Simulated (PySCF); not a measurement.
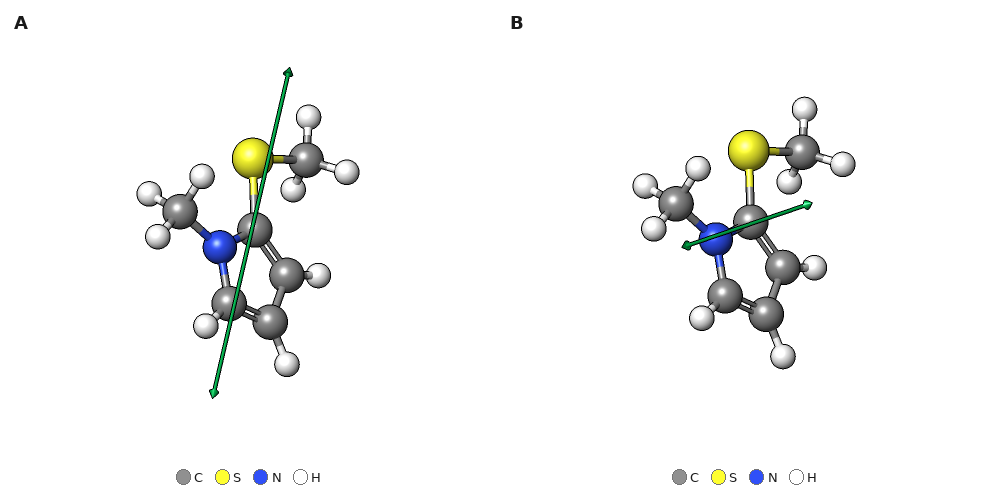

The double arrows show the directions of two transition dipoles from the ground state (lengths mean nothing). Computed geometry: GFN2-xTB optimisation. No frequency run is at hand to confirm it as a minimum. Level of theory: TDDFT ωB97X-D/def2-SVPD, vertical, gas phase, core orbitals frozen in the response (PySCF 2.14.0).

**One belongs to singlet state 2 and one to singlet state 3. Which is which?**

A: state 3, 5.88 eV (211 nm), oscillator strength 0.30, mainly HOMO → LUMO+3 (weight 0.95).
B: state 2, 5.54 eV (224 nm), oscillator strength 0.021, mainly HOMO → LUMO+1 (weight 0.61).
